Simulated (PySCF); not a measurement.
Geometry relaxation, with input and output: C2H9SeSi (charge +1)

System: C2H9SeSi, charge +1.
Method: PBE0-D3(BJ)/def2-SVP geometry optimisation from the GFN2-xTB point and Hessian, gas phase (PySCF 2.14.0).

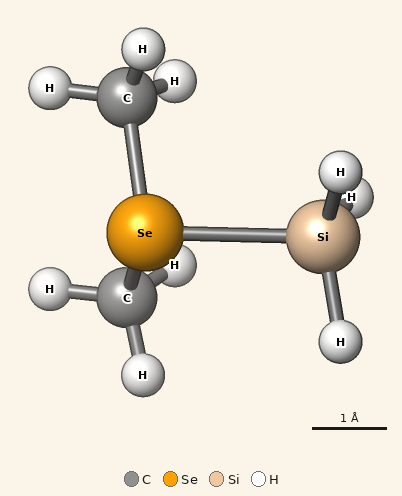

*The input geometry (ball-and-stick view, seen at a tilt).*

Bond lengths as drawn: C–H 1.09 Å, C–Se 1.94 Å, H–Si 1.46 Å and Se–Si 2.42 Å.

## Key numbers

| quantity | value |
| --- | --- |
| outcome | converged |
| total energy | −2771.473320 hartree |
| hardware | 1 CPU thread, shared host |
| wall time | 24 s |
| peak memory | 0.6 GiB |

## The input
```
{"job": {"xc": "PBE0", "basis": "def2-SVP", "kind": "refine"}, "charge": 1, "multiplicity": 1}
C     -0.689657     1.523944    -0.581500
Se     0.161238    -0.170101    -1.004047
C     -1.117490    -1.363789    -0.160080
Si     1.908030    -0.183946     0.677150
H     -1.621255     1.586809    -1.142709
H     -0.027581     2.327973    -0.896667
H     -0.886731     1.589910     0.486726
H     -2.050623    -1.315010    -0.720130
H     -0.724114    -2.377217    -0.208595
H     -1.281802    -1.068430     0.874343
H      2.768492     0.892922     0.200588
H      1.153768     0.108116     1.897731
H      2.403336    -1.550694     0.559462
```

The first line tells a small driver script what to run in PySCF; the rest is the geometry in Å.

Command:
```bash
OMP_NUM_THREADS=1 python <driver script> task.json out
```

## The program's output
```
step      E/eV     max force
  0    -75415.58724   0.8115
  1    -75415.62675   0.2950
  2    -75415.63013   0.0502
  3    -75415.63035   0.0067
```

## Trajectory as extended XYZ (Å, eV, eV/Å), 4 frames, from step=0 to step=3
```
13
Properties=species:S:1:pos:R:3:forces:R:3 step=0 energy=-75415.58724
C    -0.6897    1.5239   -0.5815    0.0990  -0.1450   0.0660
Se    0.1612   -0.1701   -1.0040    0.0510   0.0060   0.0930
C    -1.1175   -1.3638   -0.1601    0.1380   0.1230   0.0260
Si    1.9080   -0.1839    0.6771   -0.6960   0.0430  -0.4150
H    -1.6213    1.5868   -1.1427   -0.2430  -0.0910  -0.2220
H    -0.0276    2.3280   -0.8967    0.2770   0.2070  -0.1370
H    -0.8867    1.5899    0.4867   -0.0450  -0.0100   0.3340
H    -2.0506   -1.3150   -0.7201   -0.2160   0.0910  -0.2490
H    -0.7241   -2.3772   -0.2086    0.2020  -0.3060  -0.0620
H    -1.2818   -1.0684    0.8743   -0.0270   0.1150   0.3160
H     2.7685    0.8929    0.2006    0.3480   0.2990  -0.1170
H     1.1538    0.1081    1.8977   -0.1310   0.0750   0.3790
H     2.4033   -1.5507    0.5595    0.2420  -0.4070  -0.0130
13
Properties=species:S:1:pos:R:3:forces:R:3 step=1 energy=-75415.62675
C    -0.6794    1.5375   -0.5719   -0.0630   0.0910  -0.0390
Se    0.1391   -0.1672   -1.0050   -0.0500  -0.0020  -0.0670
C    -1.1115   -1.3761   -0.1459   -0.0890  -0.0760  -0.0150
Si    1.8375   -0.1790    0.6408    0.2630  -0.0210   0.1320
H    -1.6058    1.6072   -1.1601    0.0400   0.0010   0.0280
H     0.0192    2.3257   -0.8894   -0.0310  -0.0450   0.0120
H    -0.8894    1.6044    0.5037    0.0110  -0.0140  -0.0160
H    -2.0426   -1.3428   -0.7301    0.0390  -0.0050   0.0290
H    -0.6789   -2.3860   -0.1985   -0.0170   0.0530  -0.0030
H    -1.2884   -1.0750    0.8950    0.0140   0.0050  -0.0190
H     2.7623    0.8892    0.1855   -0.0510   0.0060   0.0030
H     1.1329    0.1115    1.9174   -0.0160  -0.0040  -0.0470
H     2.4007   -1.5488    0.5407   -0.0510   0.0110   0.0020
13
Properties=species:S:1:pos:R:3:forces:R:3 step=2 energy=-75415.63013
C    -0.6871    1.5381   -0.5749    0.0100  -0.0020   0.0100
Se    0.1433   -0.1663   -0.9985    0.0260  -0.0030   0.0100
C    -1.1181   -1.3761   -0.1503    0.0130   0.0010   0.0090
Si    1.8660   -0.1806    0.6552   -0.0480   0.0070  -0.0130
H    -1.6187    1.5915   -1.1543    0.0050   0.0040   0.0050
H     0.0021    2.3264   -0.9074   -0.0120  -0.0080   0.0050
H    -0.8850    1.6112    0.5023   -0.0010   0.0020  -0.0140
H    -2.0498   -1.3223   -0.7293    0.0030  -0.0040   0.0060
H    -0.6953   -2.3877   -0.2211   -0.0090   0.0130   0.0020
H    -1.2834   -1.0864    0.8955   -0.0020  -0.0060  -0.0140
H     2.7739    0.8960    0.1907   -0.0010  -0.0150   0.0020
H     1.1442    0.1158    1.9194    0.0110  -0.0030  -0.0060
H     2.4034   -1.5590    0.5551    0.0040   0.0120  -0.0030
13
Properties=species:S:1:pos:R:3:forces:R:3 step=3 energy=-75415.63035
C    -0.6844    1.5373   -0.5755    0.0000  -0.0030  -0.0010
Se    0.1434   -0.1681   -1.0001   -0.0020   0.0020   0.0020
C    -1.1181   -1.3747   -0.1480   -0.0020   0.0050  -0.0020
Si    1.8613   -0.1812    0.6527   -0.0020  -0.0040  -0.0040
H    -1.6141    1.5953   -1.1570   -0.0020   0.0000  -0.0010
H     0.0068    2.3250   -0.9036    0.0030   0.0020  -0.0010
H    -0.8857    1.6085    0.5008    0.0000   0.0000   0.0030
H    -2.0480   -1.3289   -0.7302    0.0000   0.0000  -0.0010
H    -0.6932   -2.3854   -0.2084    0.0030  -0.0060   0.0000
H    -1.2889   -1.0774    0.8943    0.0010   0.0000   0.0030
H     2.7655    0.8999    0.1937    0.0020   0.0030  -0.0010
H     1.1414    0.1044    1.9196    0.0000   0.0000   0.0020
H     2.4095   -1.5543    0.5438    0.0000   0.0010   0.0020
```

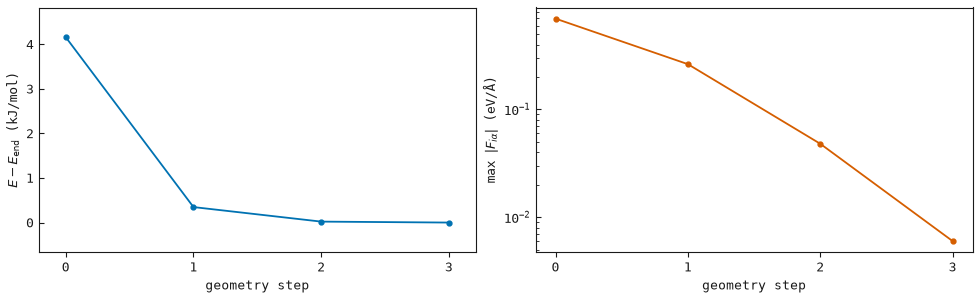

*Progress of the relaxation, step by step (steps are counted from 0).*

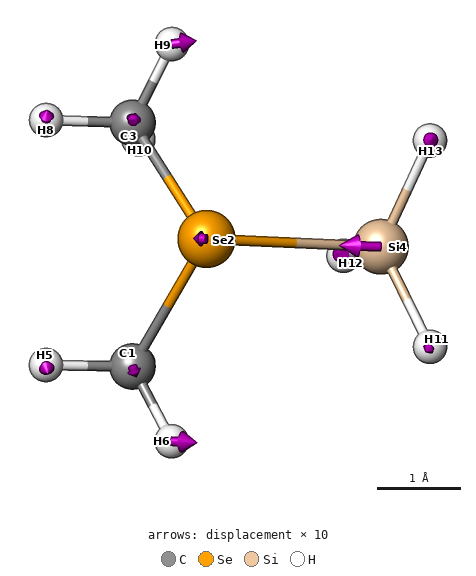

*The starting structure with the displacements as pink arrows, magnified 10 times (ball-and-stick view, seen on its broad side). The two geometries are laid on each other by the best rigid fit.*

The atom that moves furthest after the best rigid fit is Si4 (0.053 Å). Largest moves by element: Si 0.053 Å, H 0.035 Å, Se 0.018 Å, C 0.016 Å. Among the contacts that change: Se2–Si4 2.424 → 2.384 Å, Si4–H11 1.458 → 1.482 Å, C1–H5 1.089 → 1.098 Å. Among the angles that change: H11–Si4–H13 117.7° → 115.3°, Se2–Si4–H12 101.9° → 104.0°. The energy falls by 4.16 kJ/mol in 3 geometry steps. Largest force component: 0.7 eV/Å at the start, 0.006 eV/Å at the end. (Atoms are counted from 1 in the order of the input.)
